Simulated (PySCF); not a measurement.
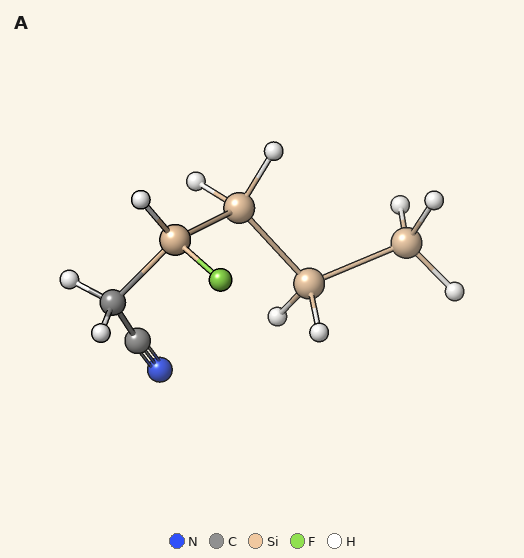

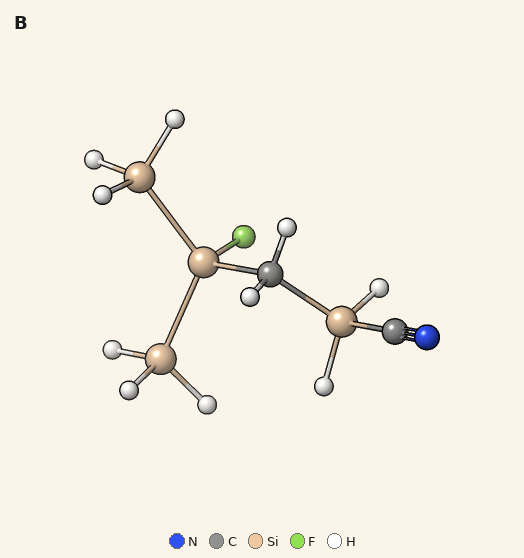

2 stationary structures of one formula. Geometries: GFN2-xTB. Electronic energies: PBE0/pcSseg-1 (PySCF 2.14.0), without zero-point energy. No frequency run is at hand to confirm each as a minimum. Each is one conformer, not always the lowest.

> Which is lowest in energy, and by how much?

B is lowest; A lies 30.0 kJ/mol above it. A is `N#CC[Si@@H](F)[SiH2][SiH2][SiH3]`, B is `N#C[SiH2]C[Si](F)([SiH3])[SiH3]`.

The geometry is semi-empirical. Around Si such bond lengths and angles can be off by a tenth of an ångström or more and by several degrees, and values that hang on the shape move with them.
